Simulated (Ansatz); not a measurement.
SiH₅: several calculations on one system

Part 1: Relaxation

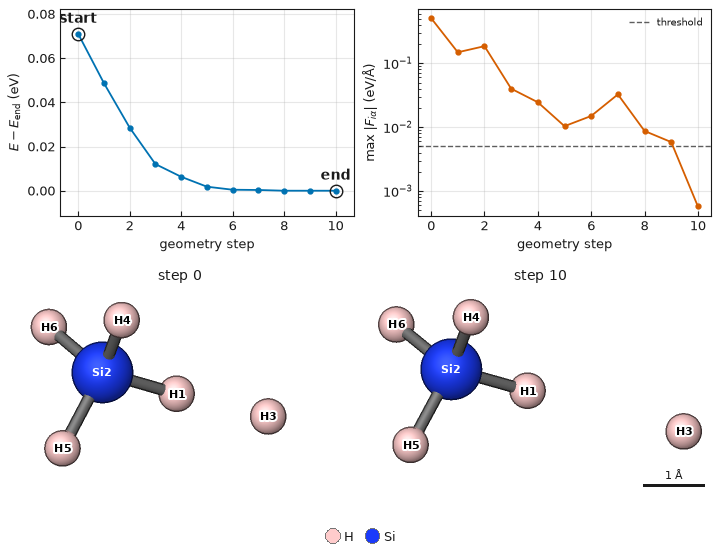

First and last geometry of a relaxation of SiH₅ (multiplicity 2) (started from a transition state, displaced along its imaginary mode), with the history of the run. Style: ball-and-stick. Shown from a free direction.

These are results of UKS PBE0-D4/def2-TZVP in Ansatz, not measurements. (force threshold 0.005 eV/Å; at most 200 steps)

Did the run converge, and what did it change?

Answer. It converged. After 10 geometry steps the energy has fallen by 0.071 eV. Largest force component: 0.51 eV/Å at the start, 0.00057 eV/Å at the end. The atom that moves furthest after the best rigid fit is H3 (1.08 Å). By element the largest moves are H 1.08 Å, Si 0.21 Å. Some distances before and after: H1–Si2 1.461 → 1.485 Å, Si2–H4 1.479 → 1.485 Å.

```tsv
step	E − E(0), eV	largest force component, eV/Å
0	0.0000	0.5086
1	-0.0223	0.1487
2	-0.0425	0.1853
3	-0.0590	0.0400
4	-0.0647	0.0245
5	-0.0692	0.0104
6	-0.0706	0.0150
7	-0.0707	0.0326
8	-0.0710	0.0087
9	-0.0710	0.0058
10	-0.0710	0.0006
```

Part 2: Relaxation

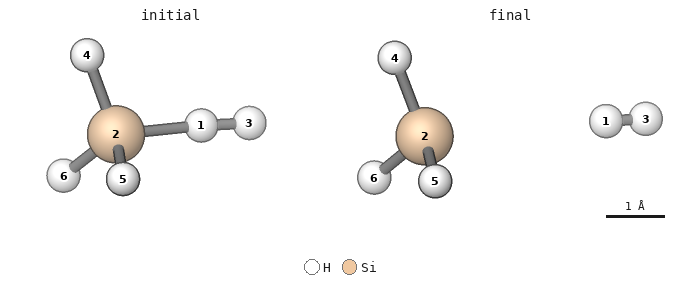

The structure of SiH₅ (multiplicity 2) (started from a transition state, displaced along its imaginary mode) before (left) and after (right) a relaxation, at one scale.

Style: ball-and-stick. Shown at a tilt.

Method: Ansatz, UKS PBE0-D4/def2-TZVP.

The input:
```yaml
crystal:
  periodic: [false, false, false]
  atoms:
    - {symbol: H, position_ang: [-1.021754, -0.567579, -0.157958]}
    - {symbol: Si, position_ang: [0.399760, 0.207107, 0.070609]}
    - {symbol: H, position_ang: [-1.810070, -0.969305, -0.334821]}
    - {symbol: H, position_ang: [0.400906, 0.726672, 1.468439]}
    - {symbol: H, position_ang: [0.496085, 1.330830, -0.896101]}
    - {symbol: H, position_ang: [1.535172, -0.727725, -0.150168]}
basis:
  gaussian: {orbitals: def2-TZVP}
magnetization: {spin_polarized: true, initial_magnetization: 1}
hamiltonian: {xc: pbe0, dispersion: d4}
relax: {f_tol: 0.005, max_steps: 200}
```

Command:
```bash
ansatz run in.yaml --threads 2 --pin off --events-out ev --progress --plain --max-ram 4352MiB
```

Question: Describe what moved and what it gained.

Answer: After 13 geometry steps the energy has fallen by 56.3 kJ/mol. The largest force component goes from 1.2 to 0.00077 eV/Å. The largest move after the best rigid fit is that of H1, 1.23 Å. Largest moves by element: H 1.23 Å, Si 0.60 Å. Some distances before and after: H1–Si2 1.635 → 3.465 Å, H1–H3 0.902 → 0.747 Å, Si2–H4 1.491 → 1.486 Å. Bonds break, among them: H1–Si2 (1.63 → 3.47 Å). Among the angles between lasting bonds that change: H5–Si2–H6 109.2° → 111.3°.

Part 3: Reaction

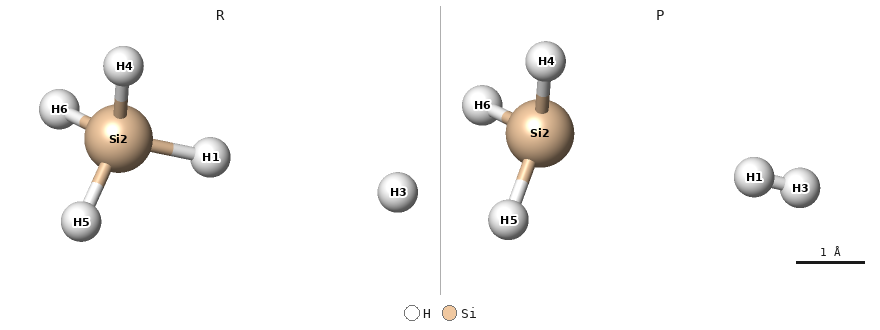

Reactant (R) and product (P) of one elementary step of SiH5 (multiplicity 2). A ball-and-stick model, seen at a tilt.

Stationary points at PBE0-D4/def2-TZVP, single-point energies with CCSD(T)/CBS, BLYP-D4, r2SCAN0-D4, r2SCAN-D4, SPW92 (LDA), wB97X-V (def2-TZVPP where no basis is named; Ansatz 0.2.0). The energies are electronic, without zero-point or thermal terms, and both ends are the relaxed geometries reached downhill from the saddle, with any fragments still in contact. CCSD(T)/CBS stands for a frozen-core estimate: MP2 correlation extrapolated from def2-TZVPP and def2-QZVPP, CCSD(T) minus MP2 from the smaller set.

R:
```xyz
6

H    -0.6366   -0.3420   -0.1257
Si    0.6508    0.3577    0.1140
H    -3.2540   -1.7883   -0.5702
H     0.6831    0.8709    1.5068
H     0.7818    1.4922   -0.8348
H     1.7750   -0.5905   -0.0901
```

P:
```xyz
6

H    -2.0879   -1.1425   -0.3771
Si    0.9157    0.4935    0.1807
H    -2.7357   -1.4878   -0.5167
H     0.9353    1.0146    1.5720
H     0.9554    1.5992   -0.8109
H     2.0173   -0.4770   -0.0480
```

> What is the transition state like, and how high is the barrier?

Counted by bonded pieces, R holds H + SiH₄ and P holds H₂ + SiH₃. From R over the saddle to P, a bond forms: H1–H3 (3.02 → 1.33 → 0.75 Å). A bond breaks: H1–Si2 (1.48 → 1.55 → 3.47 Å). The saddle has one imaginary mode, 694i cm⁻¹. The end P keeps a soft imaginary mode of 27i cm⁻¹, so it isn't quite a minimum. With CCSD(T)/CBS the barrier is 0.20 eV from R and 0.76 eV from P, and P lies 0.56 eV below R. By Pauling bond orders of the changing bonds the saddle lies closer to R, the higher end, as Hammond's postulate suggests.

```csv
level,barrier from R (eV),barrier from P (eV),P less R (eV)
CCSD(T)/CBS,0.20,0.76,−0.56
BLYP-D4,−0.02,0.67,−0.69
r2SCAN0-D4,0.02,0.66,−0.64
r2SCAN-D4,−0.02,0.65,−0.67
SPW92 (LDA),−0.17,0.39,−0.56
wB97X-V,0.21,0.68,−0.47
```

Against CCSD(T)/CBS, wB97X-V comes closest on the barrier from R (+0.01 eV) and SPW92 (LDA) misses most (−0.37 eV).

Saddle geometry:

```xyz
6

H    -0.9070   -0.5042   -0.1644
Si    0.4314    0.2346    0.0768
H    -2.0649   -1.1240   -0.3684
H     0.4520    0.7474    1.4702
H     0.5365    1.3632   -0.8824
H     1.5520   -0.7170   -0.1317
```

The saddle point in the same view, with dashed sticks for the bonds that form or break:

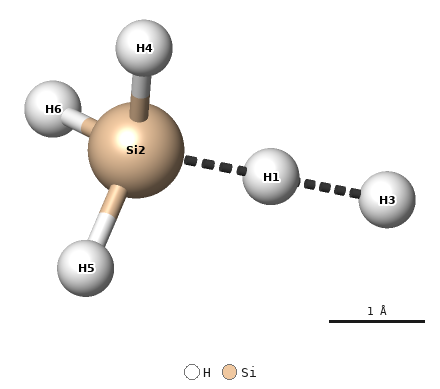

Limits of the set-up: the start holds two separate molecules, 3.0 Å apart at their closest, whose relative position is a soft coordinate.

Part 4: Path

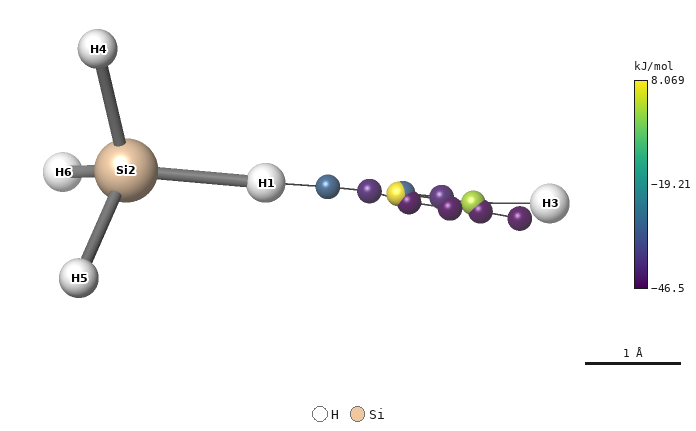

A nudged-elastic-band calculation for SiH₅ (multiplicity 2), made up of SiH$_{4}$ and H. Images are numbered from 0 (start) to 6 (end). The start is drawn whole; smaller spheres mark the moving atoms (H) in the later images, joined by lines and coloured by the energy of the image relative to the start. A ball-and-stick model, seen at a tilt.

Computed with UKS PBE0-D4/def2-SVP (Ansatz). Settings: 5 movable images; climbing image.

Describe the path and its energy.

A hydrogen atom shifts from one atom to another. Breaking: H1–Si2 (1.48 → 1.56 at the top → 3.47 Å). Forming: H1–H3 (3.02 → 1.34 at the top → 0.75 Å). The energy climbs by 8.1 kJ/mol to image 2 and then falls by 54.6 kJ/mol, so the end point sits at −46.5 kJ/mol. The band converged in 14 iterations. The largest component of the band force went from 2.5 to 0.038 eV/Å. The climbing image converged on the top of the path. Its curvatures weren't checked. The largest force component is 0.14 eV/Å at the start and 0.47 eV/Å at the end; an end with forces this large is no minimum, and the barrier measured from it can be far off.

Limits of the set-up: the start holds two separate molecules, 3.0 Å apart at their closest, whose relative position is a soft coordinate.

Cost: 56 s on 2 threads of Arm Neoverse V2 (shared host).
